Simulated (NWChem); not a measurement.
# One shape, several levels: BH3 (borane)

We compute a comparison of 6 runs (HF/STO-3G, HF/3-21G, HF/6-311+G**, M06-L/def2-TZVPPD, revPBE/def2-TZVPPD, CCSD/aug-cc-pVDZ) of BH3 (borane). 

Program for the calculation: NWChem 7.3.0.

## Step 1: The structure to begin with

BH3 has 4 atoms, charge 0, and is taken as a singlet. SMILES: `B`. Geometry: relaxed at PBE0-D4/def2-TZVP.

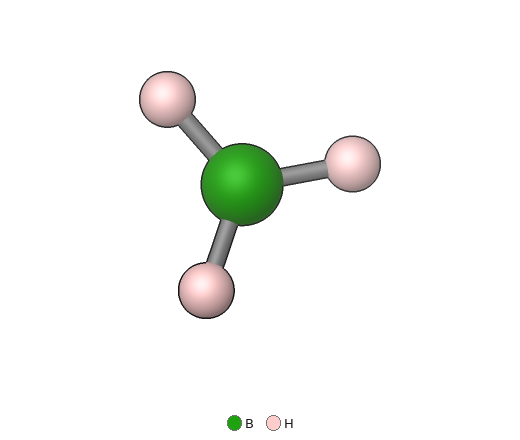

The structure, seen from a chosen angle (boron green, hydrogen pink).

## Step 2: Energy and forces at HF/STO-3G (run 1)

Contents of bh3.xyz:

```xyz
4
BH3
B      0.013900    -0.015100    -0.005100
H      0.982200     0.381700     0.568800
H     -0.276200    -1.171800     0.043000
H     -0.664400     0.744900    -0.626900
```

Contents of bh3.nw:

```
start bh3
title "BH3"
memory 2200 mb

geometry units angstroms noautosym nocenter noautoz
  load bh3.xyz
end

basis "ao basis" spherical bse
  * library STO-3G
end

scf
  thresh 1e-08
  maxiter 80
end

task scf gradient
```

Started as:

```bash
nwchem bh3.nw > bh3.out
```

Output:

```text
[...]
  functions       =     8
[...]
  wavefunction    = RHF
[...]
         Total SCF energy =    -26.068587571262
      One-electron energy =    -48.966670919351
      Two-electron energy =     15.479244575947
 Nuclear repulsion energy =      7.418838772143
        Time for solution =      0.0s
[...]
                         RHF ENERGY GRADIENTS
    atom               coordinates                        gradient
                 x          y          z           x          y          z
   1 B       0.026267  -0.028535  -0.009638    0.000001   0.000001  -0.000032
   2 H       1.856089   0.721308   1.074876    0.017653   0.007245   0.010469
   3 H      -0.521942  -2.214381   0.081258   -0.005297  -0.021096   0.000882
   4 H      -1.255534   1.407657  -1.184669   -0.012357   0.013851  -0.011320
[...]
```

Run time: 0.56 s. Hardware: 1 thread of AMD EPYC 9R45 (Zen 5), shared host; peak memory 0.099 GiB.

## Step 3: Energy and gradient at HF/3-21G (run 2)

Contents of run.py:

```python
from ase import Atoms
from ase.calculators.nwchem import NWChem

mol = Atoms('BHHH', positions=[
    [0.013900, -0.015100, -0.005100],
    [0.982200, 0.381700, 0.568800],
    [-0.276200, -1.171800, 0.043000],
    [-0.664400, 0.744900, -0.626900],
])

calc = NWChem(
    label='mymol',
    theory='scf',
    memory='2200 mb',
    basis='3-21G',
    basispar='spherical bse',
    scf={'nopen': '0', 'rhf': None, 'thresh': '1e-08', 'maxiter': '80', 'print': 'low'},
)
mol.calc = calc

forces = mol.get_forces()
print("Total energy (eV):", round(mol.get_potential_energy(), 6))
print("forces (eV/A):")
for s, f in zip(mol.symbols, forces):
    print(f"{s:2s} {f[0]:10.5f} {f[1]:10.5f} {f[2]:10.5f}")
```

Started as:

```bash
export ASE_NWCHEM_COMMAND="nwchem PREFIX.nwi > PREFIX.nwo"
python run.py
```

Output:

```text
Total energy (eV): -713.952011
forces (eV/A):
B    -0.00005   -0.00010    0.00123
H    -0.12367   -0.05116   -0.07358
H     0.03744    0.14815   -0.00638
H     0.08629   -0.09688    0.07873
```

The calculator wrote mymol.nwi:

```
title "mymol"

permanent_dir mymol

scratch_dir mymol

start mymol

geometry units angstrom nocenter noautosym noautoz
  B  1.3899999999999999e-02 -1.5100000000000001e-02 -5.1000000000000004e-03
  H  9.8219999999999996e-01 3.8169999999999998e-01 5.6879999999999997e-01
  H  -2.7620000000000000e-01 -1.1718000000000000e+00 4.2999999999999997e-02
  H  -6.6439999999999999e-01 7.4490000000000001e-01 -6.2690000000000001e-01
end

memory 2200 mb

basis spherical bse noprint
   * library 3-21G
end

scf
  nopen 0
  rhf
  thresh 1e-08
  maxiter 80
  print low
end

task scf gradient
```

mymol.nwo:

```text
Northwest Computational Chemistry Package (NWChem) 7.3.0
             --------------------------------------------------------

           Job information
           ---------------

    nwchem branch   = 7.3.0
    use scalapack   = T
    input           = mymol.nwi
    prefix          = mymol.
    data base       = mymol/mymol.db
    status          = startup
    nproc           =        1

           Memory information
           ------------------

    heap     =     72089598 doubles =      550.0 Mbytes
    stack    =     72089595 doubles =      550.0 Mbytes
    global   =    144179200 doubles =     1100.0 Mbytes (distinct from heap & stack)
    total    =    288358393 doubles =     2200.0 Mbytes
    verify   = yes
    hardfail = no

[... 35 lines left out ...]
            Nuclear Dipole moment (a.u.)
[... 57 lines left out ...]
 Starting SCF solution at       0.0s

       Final RHF  results
       ------------------

         Total SCF energy =    -26.237252699462
      One-electron energy =    -48.753687028441
      Two-electron energy =     15.097595556836
 Nuclear repulsion energy =      7.418838772143

        Time for solution =      0.0s

                              NWChem Gradients Module
                              -----------------------

                         RHF ENERGY GRADIENTS

    atom               coordinates                        gradient
                 x          y          z           x          y          z
   1 B       0.026267  -0.028535  -0.009638    0.000001   0.000002  -0.000024
   2 H       1.856089   0.721308   1.074876    0.002405   0.000995   0.001431
   3 H      -0.521942  -2.214381   0.081258   -0.000728  -0.002881   0.000124
   4 H      -1.255534   1.407657  -1.184669   -0.001678   0.001884  -0.001531

 Task  times  cpu:        0.0s     wall:        0.0s
 Total times  cpu:        0.1s     wall:        0.1s
```

Run time: 0.93 s. Hardware: 1 thread of AMD EPYC 9R45 (Zen 5), shared host; peak memory 0.099 GiB.

Run 3 isn't shown in full; the table further down has it.

## Step 4: Energy and gradient at M06-L/def2-TZVPPD (run 4)

Contents of geom.xyz:

```xyz
4
BH3
B      0.013900    -0.015100    -0.005100
H      0.982200     0.381700     0.568800
H     -0.276200    -1.171800     0.043000
H     -0.664400     0.744900    -0.626900
```

Contents of geom.nw:

```
start geom
title "BH3"
memory stack 880 mb heap 220 mb global 1100 mb
geometry noautosym nocenter noautoz
  load geom.xyz
end
basis spherical bse
  * library def2-TZVPPD
end
dft
  xc m06-l
  grid xfine
  convergence energy 1e-08
  iterations 100
  mulliken
end
task dft gradient
```

Started as:

```bash
nwchem geom.nw > geom.out
```

Output:

```text
[...]
          Wavefunction type:  closed shell.
          No. of atoms     :     4
          No. of electrons :     8
[...]
          Charge           :     0
          Spin multiplicity:     1
[...]
          AO basis - number of functions:    88
[...]
              XC Information
              --------------
                        M06-L Method XC Functional
                         M06-L Exchange Functional  1.000
                       M06-L Correlation Potential  1.000
[...]
 d= 0,ls=0.0,diis     1    -26.6045770743 -3.40D+01  5.45D-03  9.90D-02     1.1
[...]
 d= 0,ls=0.0,diis     8    -26.6157961709 -1.78D-09  2.37D-06  8.96D-10     8.4
         Total DFT energy =      -26.615796170873
      One electron energy =      -49.062668488259
           Coulomb energy =       20.176633044238
    Exchange-Corr. energy =       -5.148599498995
 Nuclear repulsion energy =        7.418838772143
[...]
      Total Density - Mulliken Population Analysis
     ---------------------------------------------
    Atom       Charge   Shell Charges
 -----------   ------   -------------------------------------------------------
    1 B    5     5.62   0.92  1.06  0.51  0.86 -0.07  0.03  0.93  1.19  0.09  0.02  0.09  0.00  0.01
    2 H    1     0.79   0.28  0.38  0.12  0.00 -0.00  0.01  0.00
    3 H    1     0.79   0.28  0.38  0.12  0.00 -0.00  0.01  0.00
    4 H    1     0.79   0.28  0.38  0.12  0.00 -0.00  0.01  0.00
[...]
  wavefunction    = closed shell
                         DFT ENERGY GRADIENTS
    atom               coordinates                        gradient
                 x          y          z           x          y          z
   1 B       0.026267  -0.028535  -0.009638    0.000000   0.000003  -0.000023
   2 H       1.856089   0.721308   1.074876    0.004245   0.001747   0.002521
   3 H      -0.521942  -2.214381   0.081258   -0.001278  -0.005078   0.000215
   4 H      -1.255534   1.407657  -1.184669   -0.002968   0.003328  -0.002714
[...]
```

It took 12 s on 1 thread of AMD EPYC 9R45 (Zen 5), shared host; peak memory 0.14 GiB.

Run 5 isn't shown in full; the table further down has it.

## Step 5: The energy at CCSD/aug-cc-pVDZ (run 6)

Contents of struct.nw:

```
start struct
title "BH3 energy"
memory 2200 mb

geometry noautosym nocenter noautoz
   B      0.013900    -0.015100    -0.005100
   H      0.982200     0.381700     0.568800
   H     -0.276200    -1.171800     0.043000
   H     -0.664400     0.744900    -0.626900
end

basis spherical bse
   * library aug-cc-pVDZ
end

scf
   thresh 1e-08
   maxiter 80
end

ccsd
   freeze core 1
   maxiter 60
end

task ccsd energy
```

Started as:

```bash
nwchem struct.nw > struct.out
```

Output:

```text
[...]
  functions       =    50
[...]
  wavefunction    = RHF
[...]
         Total SCF energy =    -26.391305845153
      One-electron energy =    -48.984718228174
      Two-electron energy =     15.174573610879
 Nuclear repulsion energy =      7.418838772143
        Time for solution =      0.7s
[...]
 Total MP2 energy:            -26.486640711631853
[...]
             energy      energy      error      ampl     ampl      Block
                                                time     time      time
[...]
 Total CCSD energy:            -26.510770038944255
[...]
```

Wall time 5.1 s (1 thread of AMD EPYC 9R45 (Zen 5), shared host); peak memory 0.1 GiB.

## Step 6: Overview of the runs

```csv
run,level,iteration cap,module,energy (Eh),dipole moment (D),HOMO energy (eV),LUMO energy (eV),wall time
1,HF/STO-3G,80,scf,-26.068588,0.00,-12.56,6.52,0.56 s
2,HF/3-21G,80,scf,-26.237253,–,–,–,0.93 s
3,HF/6-311+G**,80,scf,-26.397010,0.00,-13.54,1.01,1.4 s
4,M06-L/def2-TZVPPD,100,dft,-26.615796,0.00,-8.82,-2.33,12 s
5,revPBE/def2-TZVPPD,100,dft,-26.602410,0.00,-8.47,-2.94,7.5 s
6,CCSD/aug-cc-pVDZ,80,ccsd,-26.510770,–,-13.51,0.88,5.1 s
```

## Step 7: What came out

| quantity | value |
| --- | --- |
| run 6: total energy | -26.51077 Eh |
| run 6: HOMO energy (Hartree–Fock orbitals) | -13.51 eV |
| run 6: LUMO energy (Hartree–Fock orbitals) | 0.88 eV |
| run 6: HOMO–LUMO gap (Hartree–Fock orbitals) | 14.39 eV |
| run 6: correlation energy (1 core orbital frozen) | -119.5 mEh |

What this shows: Over runs 1, 3, 4, 5 the HOMO–LUMO gap runs from 5.52 eV (revPBE/def2-TZVPPD) to 19.08 eV (HF/STO-3G). The two ends differ in method and basis. Totals of different functionals can't be ranked against each other. In run 1 the basis is minimal, so the values are rough. All runs together took 28 s, the longest 12 s.
